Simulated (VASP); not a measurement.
Band structure of MgSe (space group F-43m). Calculation: PBEsol GGA, VASP's PBE PAW potentials (set 64) (plane waves; VASP).

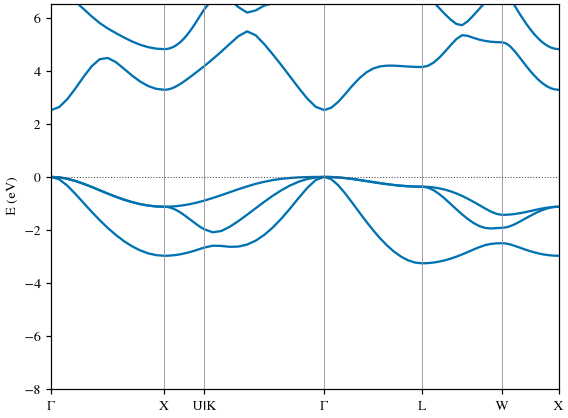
*Bands along high-symmetry lines, zero at the valence-band maximum or, without a gap, the Fermi level*

Problem. Read the plot: is there a gap, and where are the band edges?

Solution. The gap is direct, 2.52 eV, from the valence maximum at Γ to the conduction minimum at Γ. (Edges off the drawn lines would not show.)

The structure comes from a computed database's MgSe entry (F-43m); how it stands against other phases isn't given here. The cell was not relaxed at this level.
